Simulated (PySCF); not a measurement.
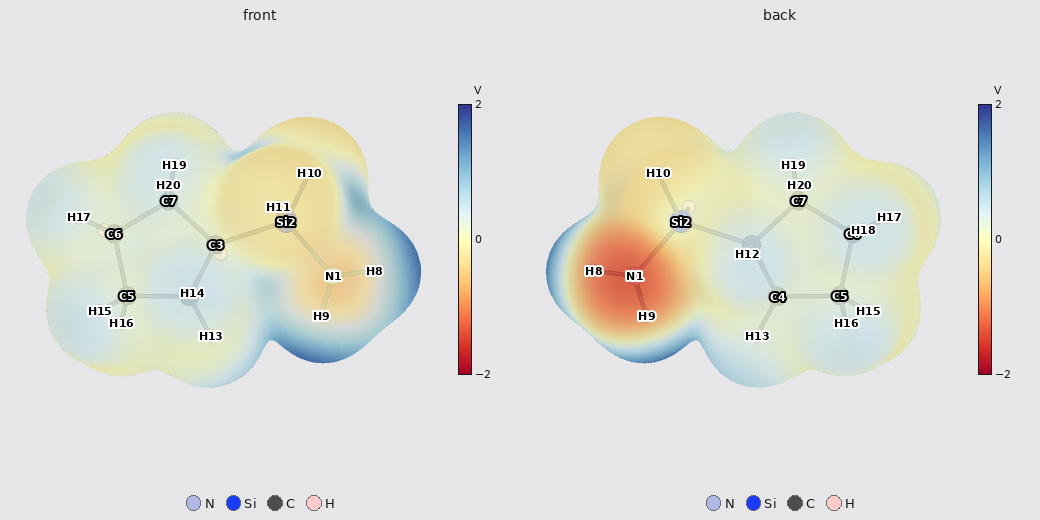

C₅H₁₃NSi. The electrostatic potential painted on the density surface at 0.002 e/bohr³, seen from the front and from behind; red is negative and blue positive.

Geometry: GFN2-xTB.

Method: wB97X-D/def2-SVPD, SCF density, gas phase in PySCF 2.14.0.

```yaml
atoms:
  - { symbol: N, position_ang: [3.0385, -0.5433, -0.1895] }
  - { symbol: Si, position_ang: [1.8706, 0.5787, -0.7789] }
  - { symbol: C, position_ang: [0.1724, -0.1771, -0.4001] }
  - { symbol: C, position_ang: [-0.1473, -0.3461, 1.0857] }
  - { symbol: C, position_ang: [-1.6674, -0.5566, 1.1333] }
  - { symbol: C, position_ang: [-2.2189, 0.0706, -0.1612] }
  - { symbol: C, position_ang: [-1.0040, 0.6711, -0.8773] }
  - { symbol: H, position_ang: [4.0134, -0.3526, -0.3524] }
  - { symbol: H, position_ang: [2.9193, -0.9345, 0.7311] }
  - { symbol: H, position_ang: [2.1160, 0.6716, -2.2190] }
  - { symbol: H, position_ang: [1.9282, 1.9258, -0.1817] }
  - { symbol: H, position_ang: [0.0938, -1.1602, -0.8754] }
  - { symbol: H, position_ang: [0.3936, -1.1782, 1.5365] }
  - { symbol: H, position_ang: [0.1189, 0.5646, 1.6273] }
  - { symbol: H, position_ang: [-2.1025, -0.0978, 2.0210] }
  - { symbol: H, position_ang: [-1.8995, -1.6217, 1.1652] }
  - { symbol: H, position_ang: [-2.9768, 0.8259, 0.0445] }
  - { symbol: H, position_ang: [-2.6778, -0.6968, -0.7859] }
  - { symbol: H, position_ang: [-1.1143, 0.6593, -1.9610] }
  - { symbol: H, position_ang: [-0.8616, 1.7077, -0.5651] }
```

### Where is the surface potential most negative and most positive?

The most negative region (about −1.4 V) lies over N1, the most positive (about +1.5 V) over H8 and H9. N1 is the likeliest acceptor of a hydrogen bond.
